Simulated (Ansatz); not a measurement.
## Molecular dynamics of Si2H3ClF (charge +1) (part 2 of 2)

The same run, continued: Si2H3ClF, charge +1; RKS B3LYP/def2-SVP (Ansatz 0.2.0). It belongs to a series of runs on one base structure; here: dynamics from the start.

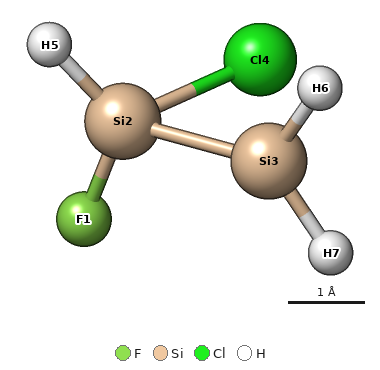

Fig. 1: The geometry at step 143 of the log (ball-and-stick view, seen at a tilt; atoms are numbered from 1 in the order of the input).

Log, continued:
```
md step   121: t =    60.50 fs  T =   179.5 K  F+E_penalty+E_count = -31027.42748463 eV  E_kin = 0.116025 eV  conserved = -31027.31145997 eV  (22 SCF iters)
md step   122: t =    61.00 fs  T =   181.1 K  F+E_penalty+E_count = -31027.42853177 eV  E_kin = 0.117051 eV  conserved = -31027.31148104 eV  (22 SCF iters)
md step   123: t =    61.50 fs  T =   186.3 K  F+E_penalty+E_count = -31027.43190010 eV  E_kin = 0.120384 eV  conserved = -31027.31151640 eV  (22 SCF iters)
md step   124: t =    62.00 fs  T =   194.2 K  F+E_penalty+E_count = -31027.43704321 eV  E_kin = 0.125486 eV  conserved = -31027.31155723 eV  (22 SCF iters)
md step   125: t =    62.50 fs  T =   203.8 K  F+E_penalty+E_count = -31027.44333052 eV  E_kin = 0.131737 eV  conserved = -31027.31159395 eV  (22 SCF iters)
md step   126: t =    63.00 fs  T =   214.4 K  F+E_penalty+E_count = -31027.45019598 eV  E_kin = 0.138577 eV  conserved = -31027.31161886 eV  (22 SCF iters)
md step   127: t =    63.50 fs  T =   225.3 K  F+E_penalty+E_count = -31027.45725805 eV  E_kin = 0.145630 eV  conserved = -31027.31162799 eV  (22 SCF iters)
md step   128: t =    64.00 fs  T =   236.4 K  F+E_penalty+E_count = -31027.46438256 eV  E_kin = 0.152761 eV  conserved = -31027.31162172 eV  (22 SCF iters)
md step   129: t =    64.50 fs  T =   247.7 K  F+E_penalty+E_count = -31027.47167914 eV  E_kin = 0.160075 eV  conserved = -31027.31160373 eV  (22 SCF iters)
md step   130: t =    65.00 fs  T =   259.7 K  F+E_penalty+E_count = -31027.47944207 eV  E_kin = 0.167862 eV  conserved = -31027.31158017 eV  (22 SCF iters)
md step   131: t =    65.50 fs  T =   273.1 K  F+E_penalty+E_count = -31027.48805450 eV  E_kin = 0.176497 eV  conserved = -31027.31155748 eV  (22 SCF iters)
md step   132: t =    66.00 fs  T =   288.3 K  F+E_penalty+E_count = -31027.49788325 eV  E_kin = 0.186341 eV  conserved = -31027.31154212 eV  (22 SCF iters)
md step   133: t =    66.50 fs  T =   305.8 K  F+E_penalty+E_count = -31027.50918198 eV  E_kin = 0.197643 eV  conserved = -31027.31153898 eV  (22 SCF iters)
md step   134: t =    67.00 fs  T =   325.7 K  F+E_penalty+E_count = -31027.52201786 eV  E_kin = 0.210469 eV  conserved = -31027.31154891 eV  (26 SCF iters)
md step   135: t =    67.50 fs  T =   347.6 K  F+E_penalty+E_count = -31027.53623684 eV  E_kin = 0.224664 eV  conserved = -31027.31157314 eV  (24 SCF iters)
md step   136: t =    68.00 fs  T =   371.1 K  F+E_penalty+E_count = -31027.55145465 eV  E_kin = 0.239845 eV  conserved = -31027.31160933 eV  (24 SCF iters)
md step   137: t =    68.50 fs  T =   395.2 K  F+E_penalty+E_count = -31027.56708580 eV  E_kin = 0.255431 eV  conserved = -31027.31165439 eV  (24 SCF iters)
md step   138: t =    69.00 fs  T =   418.8 K  F+E_penalty+E_count = -31027.58239453 eV  E_kin = 0.270691 eV  conserved = -31027.31170333 eV  (24 SCF iters)
md step   139: t =    69.50 fs  T =   440.7 K  F+E_penalty+E_count = -31027.59656884 eV  E_kin = 0.284816 eV  conserved = -31027.31175242 eV  (23 SCF iters)
md step   140: t =    70.00 fs  T =   459.5 K  F+E_penalty+E_count = -31027.60879906 eV  E_kin = 0.297003 eV  conserved = -31027.31179583 eV  (23 SCF iters)
md step   141: t =    70.50 fs  T =   474.3 K  F+E_penalty+E_count = -31027.61836497 eV  E_kin = 0.306536 eV  conserved = -31027.31182861 eV  (23 SCF iters)
md step   142: t =    71.00 fs  T =   484.1 K  F+E_penalty+E_count = -31027.62471446 eV  E_kin = 0.312868 eV  conserved = -31027.31184685 eV  (23 SCF iters)
md step   143: t =    71.50 fs  T =   488.4 K  F+E_penalty+E_count = -31027.62752788 eV  E_kin = 0.315680 eV  conserved = -31027.31184823 eV  (23 SCF iters)
md step   144: t =    72.00 fs  T =   487.3 K  F+E_penalty+E_count = -31027.62675816 eV  E_kin = 0.314926 eV  conserved = -31027.31183211 eV  (23 SCF iters)
md step   145: t =    72.50 fs  T =   481.0 K  F+E_penalty+E_count = -31027.62263887 eV  E_kin = 0.310838 eV  conserved = -31027.31180088 eV  (23 SCF iters)
md step   146: t =    73.00 fs  T =   470.2 K  F+E_penalty+E_count = -31027.61564962 eV  E_kin = 0.303890 eV  conserved = -31027.31175925 eV  (23 SCF iters)
md step   147: t =    73.50 fs  T =   456.0 K  F+E_penalty+E_count = -31027.60643970 eV  E_kin = 0.294725 eV  conserved = -31027.31171433 eV  (23 SCF iters)
md step   148: t =    74.00 fs  T =   439.5 K  F+E_penalty+E_count = -31027.59571595 eV  E_kin = 0.284042 eV  conserved = -31027.31167426 eV  (24 SCF iters)
md step   149: t =    74.50 fs  T =   421.6 K  F+E_penalty+E_count = -31027.58411633 eV  E_kin = 0.272470 eV  conserved = -31027.31164589 eV  (24 SCF iters)
these checks for a lower state are left out or cut short: starts, cluster_reference, orbital_swaps, neighbouring_geometries, increment
818 factors; integrals over basis functions are off by at most 3.6e-4 eV
mean field -31027.57210071 eV, -1140.2422434573 hartree, gradient 5.6e-5 eV, S^2 0.000000; 0 other end points of the search recorded, 0 dependent functions left out
the calculation of the forces begins
reference -31027.57232739 eV, -1140.2422517875 hartree; 28, 28 occupied and 55, 55 virtual orbitals, 818 factors
818 factors; integrals over basis functions are off by at most 3.6e-4 eV
mean field evaluation 928: about -31027.4647 eV, gradient 6.2e0 eV
mean field -31027.57210071 eV, -1140.2422434573 hartree, gradient 5.6e-5 eV, S^2 0.000000; 1 other end points of the search recorded, 0 dependent functions left out
the calculation of the forces begins
reference -31027.57232739 eV, -1140.2422517875 hartree; 28, 28 occupied and 55, 55 virtual orbitals, 818 factors
md step   150: t =    75.00 fs  T =   403.0 K  F+E_penalty+E_count = -31027.57210071 eV  E_kin = 0.260468 eV  conserved = -31027.31163299 eV  (25 SCF iters)
```

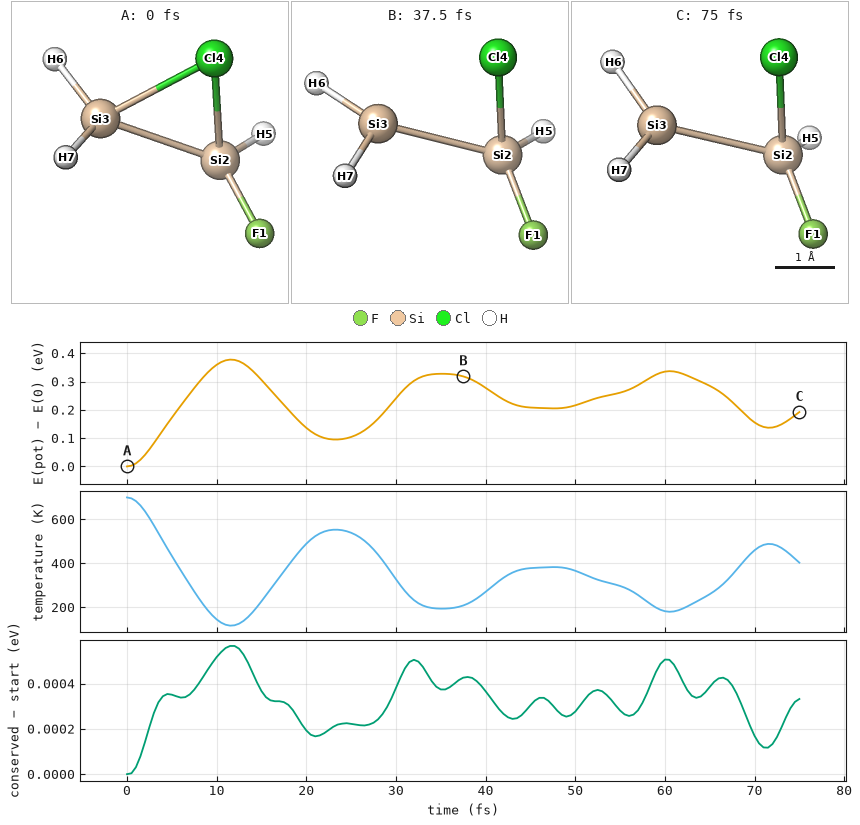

Fig. 2: Frames of the molecular dynamics (ball-and-stick, seen at a tilt) above the curves, on which the letters mark them. The trajectory kept here has 151 frames over 75 fs. The temperature starts at 700 K, ranges from 116 to 700 K and averages 324 K over the second half. The potential energy ends 0.192 eV above its first value. The conserved quantity stays within 0.00057 eV. After an unweighted best fit of the last frame on the first, the root-mean-square displacement is 0.14 Å.

```
Total energy: -31027.57232739 eV, -1140.2422517875 hartree
Atom 0 at    -1.927403    -1.153398     0.275117 Å, force     0.049880     0.765432    -0.408907 eV/Å
Atom 1 at    -1.108851     0.206923    -0.026799 Å, force     0.993094    -1.478445     0.803853 eV/Å
Atom 2 at     1.118655    -0.110910     0.514299 Å, force    -0.469966     0.260097     0.049735 eV/Å
Atom 3 at     0.183798    -0.074869    -1.773442 Å, force    -0.095739    -0.040520     0.186268 eV/Å
Atom 4 at    -1.769339     1.473394     0.117910 Å, force    -0.611306     0.543359    -0.292920 eV/Å
Atom 5 at     2.029390     1.052321     0.508131 Å, force     0.109326    -0.047074    -0.072490 eV/Å
Atom 6 at     1.645143    -1.441490     0.902293 Å, force     0.024712    -0.002849    -0.265539 eV/Å
Dipole moment:     0.441631     0.440451     0.467748 e Å
```

Trajectory as extended XYZ (Å, eV, eV/Å), 14 of the 151 frames kept, from step=0 to step=150:
```
7
Properties=species:S:1:pos:R:3:forces:R:3 step=0 time_fs=0.0 energy=-31027.76437 temperature=700.0
F    -2.0262   -1.1313    0.2095   -0.0023  -0.0009   0.0013
Si   -1.1229    0.1743    0.0716    0.0040   0.0035  -0.0037
Si    1.1243   -0.0671    0.4021    0.0017  -0.0016  -0.0032
Cl    0.2471   -0.0967   -1.7131   -0.0012   0.0011   0.0023
H    -1.8942    1.4128   -0.1229   -0.0009  -0.0030   0.0007
H     1.9974    1.1207    0.4923   -0.0003  -0.0005   0.0013
H     1.6746   -1.4128    0.6607   -0.0011   0.0014   0.0012
7
Properties=species:S:1:pos:R:3:forces:R:3 step=12 time_fs=6.0 energy=-31027.54928 temperature=367.7
F    -2.0190   -1.1411    0.2273    0.4232   0.4814  -0.0286
Si   -1.1194    0.1862    0.0582   -0.2998  -0.9212  -0.2742
Si    1.1191   -0.0791    0.4386    0.3530   0.3790  -1.0412
Cl    0.2491   -0.0894   -1.7247   -0.5279  -0.0342   0.2039
H    -1.9512    1.3654   -0.1518   -0.0114   0.3245   0.0384
H     1.9294    1.1665    0.1550   -0.0275  -0.5733   0.6916
H     1.6401   -1.4785    0.4530    0.0904   0.3437   0.4101
7
Properties=species:S:1:pos:R:3:forces:R:3 step=23 time_fs=11.5 energy=-31027.38662 temperature=116.4
F    -2.0063   -1.1430    0.2432    0.4127   0.4814  -0.0614
Si   -1.1194    0.1885    0.0432   -0.7497  -0.2285  -0.4720
Si    1.1170   -0.0869    0.4618   -0.2722   0.0030  -1.1353
Cl    0.2467   -0.0830   -1.7337   -0.7710  -0.0748   0.2457
H    -1.9955    1.3982   -0.1650    0.5381  -0.4080   0.1779
H     1.8790    1.0807    0.0321    0.6079   0.3369   0.7024
H     1.6381   -1.4597    0.3776    0.2343  -0.1099   0.5428
7
Properties=species:S:1:pos:R:3:forces:R:3 step=35 time_fs=17.5 energy=-31027.54656 temperature=363.5
F    -1.9858   -1.1374    0.2594    0.0246   0.0683  -0.0731
Si   -1.1258    0.1862    0.0218    0.6584  -0.8909  -0.1683
Si    1.1127   -0.0946    0.4737    0.2524   0.2342  -1.1014
Cl    0.2371   -0.0767   -1.7411   -0.6037  -0.0850   0.3418
H    -1.9209    1.3701   -0.1343   -0.3402   0.6791  -0.0398
H     1.9892    1.0576    0.1305    0.0545  -0.0626   0.6464
H     1.7001   -1.4565    0.4674   -0.0460   0.0569   0.3944
7
Properties=species:S:1:pos:R:3:forces:R:3 step=46 time_fs=23.0 energy=-31027.66915 temperature=553.0
F    -1.9666   -1.1312    0.2732   -0.4482  -0.4390  -0.0759
Si   -1.1268    0.1777    0.0001    0.5535   0.8787   0.0597
Si    1.1112   -0.0995    0.4735    0.7760   0.3521  -0.3545
Cl    0.2232   -0.0717   -1.7452   -0.1853  -0.1179   0.2142
H    -1.8961    1.4601   -0.1068    0.2125  -0.5027  -0.0058
H     2.1161    1.0345    0.4010   -0.5666  -0.3617   0.1670
H     1.7461   -1.4422    0.6636   -0.3419   0.1905  -0.0049
7
Properties=species:S:1:pos:R:3:forces:R:3 step=58 time_fs=29.0 energy=-31027.56105 temperature=385.9
F    -1.9530   -1.1313    0.2867   -0.5019  -0.3780  -0.1755
Si   -1.1205    0.1762   -0.0223    0.9902   0.3463   0.6630
Si    1.1165   -0.1014    0.4694   -0.3288   0.0101   0.5844
Cl    0.2065   -0.0673   -1.7478    0.2861  -0.1593  -0.1624
H    -1.8351    1.4497   -0.0859   -0.2498   0.0433  -0.1454
H     2.1119    0.9378    0.7460    0.0156   0.5332  -0.3886
H     1.6975   -1.3932    0.8752   -0.2115  -0.3956  -0.3754
7
Properties=species:S:1:pos:R:3:forces:R:3 step=69 time_fs=34.5 energy=-31027.43732 temperature=194.6
F    -1.9481   -1.1370    0.2963   -0.1578   0.1121  -0.3261
Si   -1.1050    0.1790   -0.0360    0.4357  -0.1784   1.0598
Si    1.1196   -0.1023    0.4718   -0.2012   0.1692   1.3020
Cl    0.1935   -0.0647   -1.7515    0.5832  -0.1985  -0.4460
H    -1.8390    1.4344   -0.1064   -0.2940   0.1525  -0.1666
H     2.0764    0.9576    0.9477   -0.2460  -0.0079  -0.7786
H     1.5843   -1.4350    0.9581   -0.1199  -0.0490  -0.6445
7
Properties=species:S:1:pos:R:3:forces:R:3 step=81 time_fs=40.5 energy=-31027.49708 temperature=286.9
F    -1.9453   -1.1413    0.3011    0.2137   0.4730  -0.3867
Si   -1.0843    0.1813   -0.0388   -0.9200   0.2314   0.9621
Si    1.1194   -0.1019    0.4883   -0.8966  -0.1342   0.6607
Cl    0.1846   -0.0637   -1.7595    0.6952  -0.1914  -0.3782
H    -1.9117    1.4319   -0.1769    0.3243  -0.5555  -0.0051
H     1.9872    0.9999    0.9326    0.3225   0.1302  -0.4728
H     1.4331   -1.5049    0.8523    0.2608   0.0465  -0.3798
7
Properties=species:S:1:pos:R:3:forces:R:3 step=92 time_fs=46.0 energy=-31027.55764 temperature=380.6
F    -1.9398   -1.1383    0.2995    0.3159   0.4008  -0.2690
Si   -1.0733    0.1841   -0.0311   -0.5934  -0.9613   0.5811
Si    1.1106   -0.1024    0.5109   -0.6818   0.0386  -0.1469
Cl    0.1823   -0.0644   -1.7699    0.5129  -0.1179  -0.0139
H    -1.9213    1.3205   -0.2502   -0.3403   0.6996  -0.0212
H     1.9812    1.0617    0.7689    0.3210  -0.1856  -0.1765
H     1.3656   -1.5541    0.6403    0.4657   0.1259   0.0466
7
Properties=species:S:1:pos:R:3:forces:R:3 step=104 time_fs=52.0 energy=-31027.52671 temperature=332.8
F    -1.9289   -1.1289    0.2934    0.0116  -0.1691  -0.0154
Si   -1.0703    0.1798   -0.0170   -1.3033   0.5357  -0.4879
Si    1.0945   -0.1025    0.5337    0.5551   0.1346  -0.8361
Cl    0.1843   -0.0662   -1.7813    0.1515  -0.0388   0.3982
H    -1.9778    1.3376   -0.3186    0.4982  -0.2514   0.3668
H     2.0595    1.0575    0.5376   -0.1844  -0.5642   0.1620
H     1.4337   -1.5554    0.4260    0.2714   0.3532   0.4124
7
Properties=species:S:1:pos:R:3:forces:R:3 step=115 time_fs=57.5 energy=-31027.46764 temperature=241.4
F    -1.9187   -1.1227    0.2873   -0.3869  -0.6733   0.1525
Si   -1.0796    0.1793   -0.0083   -0.2723   0.4274  -0.8649
Si    1.0841   -0.1016    0.5460    0.5989  -0.2854  -1.1176
Cl    0.1876   -0.0682   -1.7884   -0.1779   0.0050   0.6866
H    -1.9285    1.3352   -0.2887    0.0204   0.2927   0.2673
H     2.1054    0.9231    0.3668    0.2229   0.4765   0.3498
H     1.5790   -1.4743    0.3456   -0.0051  -0.2430   0.5263
7
Properties=species:S:1:pos:R:3:forces:R:3 step=127 time_fs=63.5 energy=-31027.45726 temperature=225.3
F    -1.9142   -1.1270    0.2830   -0.5416  -0.6151   0.0972
Si   -1.0930    0.1836   -0.0086    0.2983   0.5349  -0.7931
Si    1.0816   -0.1031    0.5464    1.6140  -0.0897  -1.1682
Cl    0.1895   -0.0704   -1.7898   -0.3824  -0.0004   0.7859
H    -1.8637    1.4194   -0.1687   -0.0603   0.0673   0.1541
H     2.1822    0.8856    0.2974   -0.4892   0.2012   0.4655
H     1.7273   -1.4420    0.4280   -0.4389  -0.0981   0.4586
7
Properties=species:S:1:pos:R:3:forces:R:3 step=138 time_fs=69.0 energy=-31027.58240 temperature=418.8
F    -1.9181   -1.1401    0.2805   -0.3007   0.0300  -0.1380
Si   -1.1025    0.1930   -0.0169    0.2151   0.5919  -0.1017
Si    1.0947   -0.1059    0.5345    0.9124  -0.2121  -0.6431
Cl    0.1882   -0.0725   -1.7846   -0.3383  -0.0212   0.6019
H    -1.8239    1.5159   -0.0191    0.1593  -0.6903  -0.0800
H     2.1420    0.9302    0.3633   -0.2352   0.2339   0.2294
H     1.7457   -1.4477    0.6358   -0.4126   0.0677   0.1314
7
Properties=species:S:1:pos:R:3:forces:R:3 step=150 time_fs=75.0 energy=-31027.57210 temperature=403.0
F    -1.9274   -1.1534    0.2751    0.0499   0.7654  -0.4089
Si   -1.1089    0.2069   -0.0268    0.9931  -1.4784   0.8039
Si    1.1187   -0.1109    0.5143   -0.4700   0.2601   0.0497
Cl    0.1838   -0.0749   -1.7734   -0.0957  -0.0405   0.1863
H    -1.7693    1.4734    0.1179   -0.6113   0.5434  -0.2929
H     2.0294    1.0523    0.5081    0.1093  -0.0471  -0.0725
H     1.6451   -1.4415    0.9023    0.0247  -0.0028  -0.2655
```

This output came from the following input.

The input:
```yaml
crystal:
  periodic: [false, false, false]
  atoms:
    - { symbol: F, position_ang: [-2.026227, -1.131312, 0.209469] }
    - { symbol: Si, position_ang: [-1.122925, 0.174333, 0.071554] }
    - { symbol: Si, position_ang: [1.124266, -0.067073, 0.402108] }
    - { symbol: Cl, position_ang: [0.247087, -0.096653, -1.713127] }
    - { symbol: H, position_ang: [-1.894238, 1.412812, -0.122929] }
    - { symbol: H, position_ang: [1.997446, 1.120718, 0.492265] }
    - { symbol: H, position_ang: [1.6746, -1.412824, 0.66067] }
total_charge: 1
basis:
  gaussian: { orbitals: def2-SVP }
hamiltonian:
  xc: b3lyp
md:
  timestep: 0.5
  n_steps: 150
  ensemble: nve
  temperature: 700.0
  initial_velocities: maxwell_boltzmann
  seed: 144614
```

Launch command:
```bash
ansatz run input.yaml --threads 1 --pin off --max-ram 2048MiB --backend cpu --events-out ev --progress --plain --runs-dir out
```

Summary:

| quantity | value |
| --- | --- |
| outcome | finished |
| mean temperature over the second half | 324 K |
| trajectory | 150 steps, 75 fs |
| ensemble | nve |
| temperature in the input | 700.0 K |
| time step | 0.5 fs |
| potential energy (last step) | −31027.5723 eV |
| mean-field energy (last step) | −31027.5723 eV |
| largest force (length of the vector) (last step) | 1.954 eV/Å |
| hardware | 1 thread of Arm Neoverse N1, 16 GiB of memory available, shared host |
| wall time | 12 min |
| peak memory | 0.17 GiB |

Notes:

So short a trajectory is not equilibrated.
